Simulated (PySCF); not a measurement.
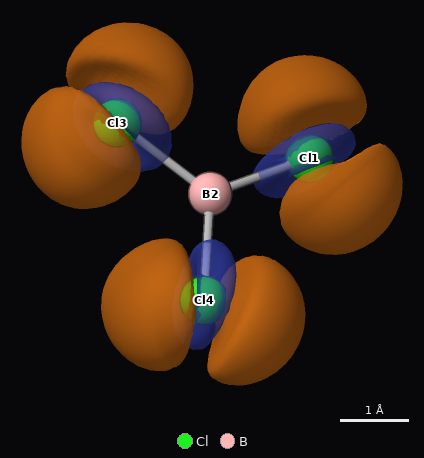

BCl3, SMILES `ClB(Cl)Cl`. Fukui function f⁻ = ρ(N) − ρ(N−1) at fixed geometry, surfaces at ±0.015 e/Å³ (orange positive, blue negative).

Method: B3LYP/def2-SVPD; geometry: GFN2-xTB; program: PySCF. No frequency check shows the geometry to be a minimum. GFN2-xTB bond lengths at metals and heavier atoms can be off by up to 0.1 Å and shapes distorted, which carries into these values.

Input script:

```python
import numpy as np
from pyscf import gto, scf, dft
from pyscf.scf import atom_ks, atom_hf
from scipy.linalg import block_diag

def solve(mol, dm0=None, hcore=None):
    mf = (dft.UKS if mol.spin else dft.RKS)(mol, xc='b3lyp')
    mf.grids.level = 3
    mf = mf.density_fit(auxbasis='def2-universal-jkfit')
    mf.conv_tol, mf.max_cycle = 1e-8, 80
    if hcore is not None:
        mf.get_hcore = lambda *args: hcore
    mf.kernel(dm0)
    if not mf.converged:
        mf = mf.newton().run(mf.mo_coeff, mf.mo_occ, max_cycle=30)
    assert mf.converged, 'SCF not converged'
    return mf

mol = gto.M(atom='''
Cl    -1.72013    -0.10708     0.00000
B      0.00008     0.00000     0.00000
Cl     0.95279    -1.43612     0.00000
Cl     0.76731     1.54321     0.00000
''', basis='def2-svpd', charge=0, spin=0, verbose=4)
mf = solve(mol)
out = dict(e0=mf.e_tot, dm0=mf.make_rdm1(), c=mf.mo_coeff, occ=mf.mo_occ, eps=mf.mo_energy)
for name, dq, spin in [('cation', 1, 1)]:
    ion = mol.copy().set(charge=mol.charge + dq, spin=spin).build()
    mi = solve(ion)
    if spin and dq > 0 and mol.nao < 130:
        c, _, stable, _ = mi.stability(return_status=True)
        if not stable:
            mi = solve(ion, mi.make_rdm1(c, mi.mo_occ))
    print(name, 'vertical energy change / eV', (mi.e_tot - mf.e_tot) * 27.211386)
    out.update({'e_' + name: mi.e_tot, 'dm_' + name: mi.make_rdm1(), 's2_' + name: mi.spin_square()[0], 'eps_' + name: mi.mo_energy, 'occ_' + name: mi.mo_occ})
# spherically averaged free atoms, for the promolecule
atm = atom_ks.get_atm_nrks(mol, xc='b3lyp')
pro = block_diag(*[(atm[a[0]][2] * atm[a[0]][3]) @ atm[a[0]][2].T for a in mol._atom])
np.savez('result.npz', pro=pro, **out)
```

Launched as:

```sh
OMP_NUM_THREADS=1 python input.py
```

The run took 67 s on 1 thread of Intel(R) Xeon(R) Platinum 8488C (Sapphire Rapids) (shared host), peak memory 0.5 GiB.

Partitions, critical points and surface values were worked out afterwards from this run's density.

Which atoms respond most to the removal of an electron?

f⁻ (Hirshfeld-condensed) is largest on Cl1, Cl3 and Cl4 (0.32 each); the vertical ionisation energy is 11.26 eV. Condensed values hint at sites of electrophilic attack but needn't mark the atom that reacts. Orbital relaxation makes it negative in places (0.11 e in all).
